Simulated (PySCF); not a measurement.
# C3F6, SMILES `FC(F)(F)C(F)=C(F)F`: electronic structure

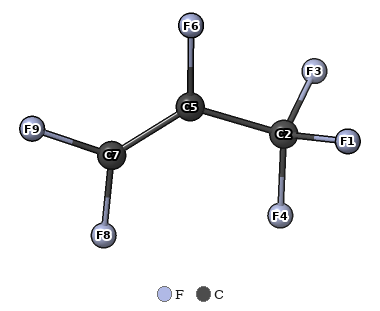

The molecule, with its atoms numbered as below. No frequency check shows the geometry to be a minimum.

Coordinates in Å:

```
F1       1.8278    0.2525    1.0711
C2       1.1268   -0.1234    0.0008
F3       1.8248    0.2436   -1.0776
F4       1.0719   -1.4538    0.0061
C5      -0.2545    0.5004    0.0005
F6      -0.2401    1.8388    0.0003
C7      -1.4148   -0.1553   -0.0001
F8      -1.5347   -1.4601   -0.0003
F9      -2.5881    0.4311   -0.0004
```

Part 1: Bonding charge

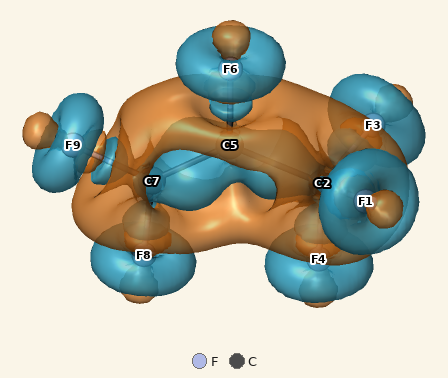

Deformation density (molecule less spherical, spin-averaged free atoms at the same positions), surfaces at ±0.05 e/Å³; light blue: gain, orange: loss.

Computed with PySCF, BP86/def2-SVPD, geometry: GFN2-xTB.

How much density has each bond gained at its critical point, relative to the free atoms?

Answer. C5–C7: +0.70 e/Å³ at the bond critical point (bond length 1.33 Å). C2–C5: +0.57 e/Å³ at the bond critical point (bond length 1.52 Å). F1–C2: +0.15 e/Å³ at the bond critical point (bond length 1.33 Å). C2–F4: +0.15 e/Å³ at the bond critical point (bond length 1.33 Å). C2–F3: +0.15 e/Å³ at the bond critical point (bond length 1.34 Å). C7–F8: +0.11 e/Å³ at the bond critical point (bond length 1.31 Å); up to 0.6 Å beside the axis the gain reaches +0.30 e/Å³. C7–F9: +0.10 e/Å³ at the bond critical point (bond length 1.31 Å); up to 0.6 Å beside the axis the gain reaches +0.30 e/Å³. C5–F6: +0.01 e/Å³ at the bond critical point (bond length 1.34 Å); up to 0.6 Å beside the axis the gain reaches +0.23 e/Å³. In all, 2.0 electrons gather in the regions of gain relative to the promolecule. A small or negative value marks a very polar bond, one between electron-rich atoms, whose free-atom densities already overlap strongly, a long bond to a heavier atom, or a closed-shell contact such as a hydrogen bond.

Part 2: Local ionisation energy

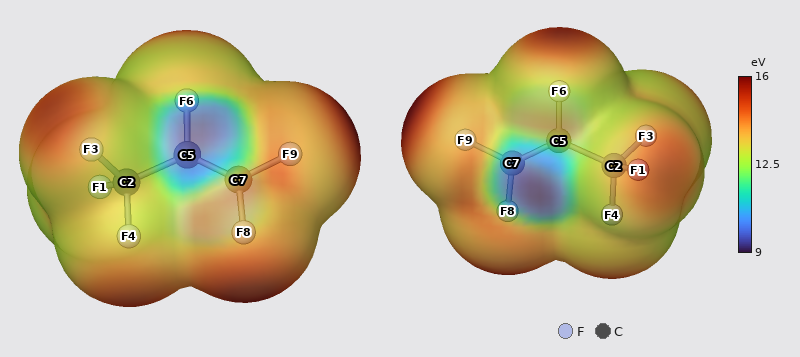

Average local ionisation energy on the surface of electron density 0.001 a.u. (back view left, front view right).

Locate the minima of the map.

Answer. The lowest value is 9.4 eV, off the C5–C7 bond (2.1 to 2.2 Å from its atoms), and at like points elsewhere. Further minima include 12.6 eV, 1.7 Å from F3; 12.8 eV, near F3 (1.76 Å) and F6 (1.98 Å). For comparison, the highest occupied orbital lies at −7.2 eV.

What volume does the surface enclose, and what is the dipole moment?

Answer. About 109 Å³; the dipole moment is 1.0 D.

Part 3: Excited states

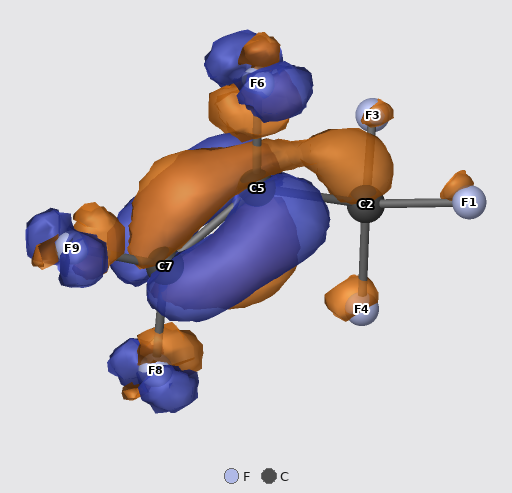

Unrelaxed difference density of S₁ less the ground state (full linear response singlet states), ±0.06 e/Å³; orange: gain, blue: loss.

Level of theory: CAM-B3LYP/6-311G** (PySCF), at a geometry from GFN2-xTB. Without diffuse functions Rydberg states are missing, so the states' numbers hold for this basis only.

How does the charge move on excitation?

Answer. 0.64 e is displaced in all, of which about 0.1 e passes between atoms: C5 (0.07 e) and C7 (0.06 e) lose electrons and C2 (0.06 e) gains them. The state: 7.13 eV (174 nm), f = 0.002; the leading pair carries 100 %; hole on C5 (35 %), C7 (28 %) and F6 (15 %), electron on C5 (28 %), C7 (22 %) and F6 (18 %); their centroids lie 0.2 Å apart.

Part 4: In an electric field

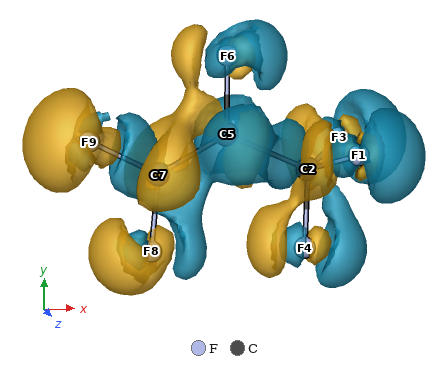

Change of the electron density in a uniform field of 0.10 V/Å, surfaces at ±0.0008 e/Å³ (yellow: gain, teal: loss).

PySCF calculation, TPSSh/aug-cc-pVDZ, gas phase; geometry: GFN2-xTB.

The field was applied in both directions; the picture shows the one opposite to the script's first.

Along which Cartesian direction does the field point?

Answer. Along +x: electrons gather on the −x side, against the field.

What dipole is induced, and what polarisability does it imply?

Answer. The induced dipole is 0.28 D (along the field); α along this axis, from the fields in both directions, is 54 bohr³ (8.0 Å³).

Part 5: Removing or adding an electron

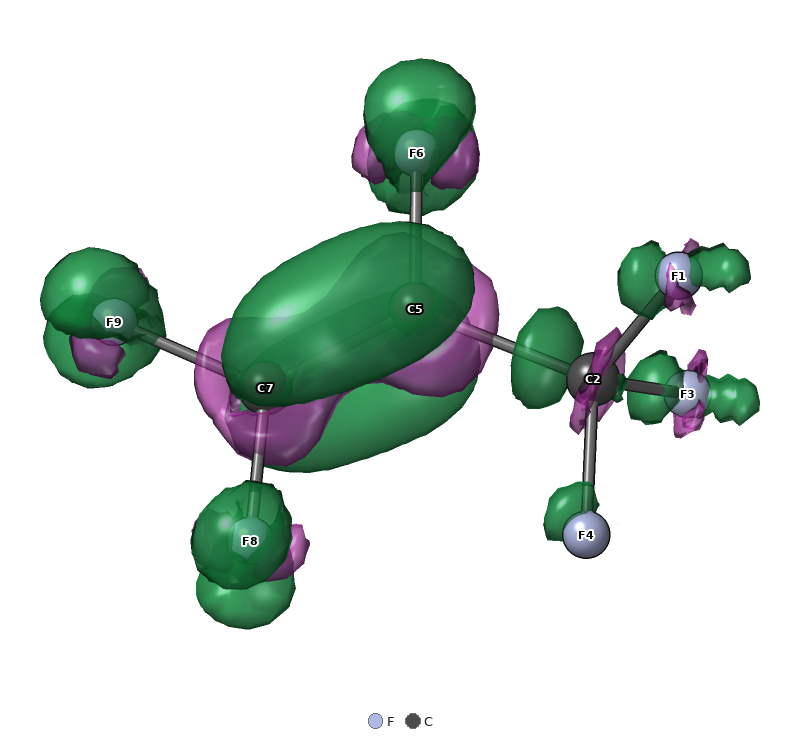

Fukui function f⁻ = ρ(N) − ρ(N−1) at fixed geometry, surfaces at ±0.05 e/Å³ (green positive, purple negative).

Computed with PySCF, B3LYP/6-31+G*, geometry: GFN2-xTB.

Which atoms respond most to the removal of an electron?

Answer. f⁻ (Hirshfeld-condensed) is largest on C5 (0.21), C7 (0.18) and F6 (0.15); the vertical ionisation energy is 11.00 eV (the stability of the cation's solution wasn't checked). Condensed values hint at sites of electrophilic attack but needn't mark the atom that reacts. Shares this close don't rank the sites. Orbital relaxation makes it negative in places (0.21 e in all).

```
atom     f⁻  charge
  F1  +0.06   −0.09
  C2  +0.03   +0.26
  F3  +0.06   −0.10
  F4  +0.04   −0.09
  C5  +0.21   +0.02
  F6  +0.15   −0.08
  C7  +0.18   +0.18
  F8  +0.13   −0.05
  F9  +0.13   −0.05
```

Part 6: Localised orbitals

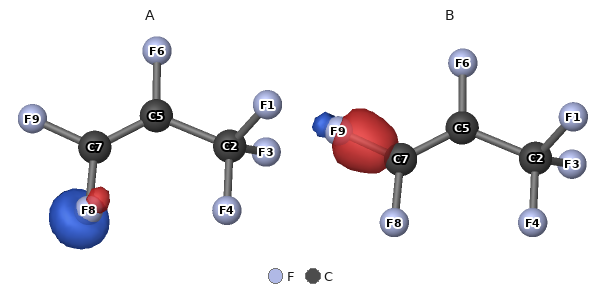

Foster–Boys orbitals, occupied; each surface holds about 70 % of the orbital's density. Energies are diagonal elements of the Fock matrix.

Method: HF/6-31G*; geometry: GFN2-xTB; program: PySCF.

Name the orbitals, with their atomic make-up and energies.

Answer. By panel:
- A: lone pair on F8 (sp2.7-type) (F8 97 %; −25.9 eV)
- B: σ bond F9–C7 (F9 68 %, C7 31 %; −32.3 eV)

How do all the valence pairs divide up?

Answer. 27 pairs: 18 lone pairs, 7 σ bonds and 2 bent bonds.
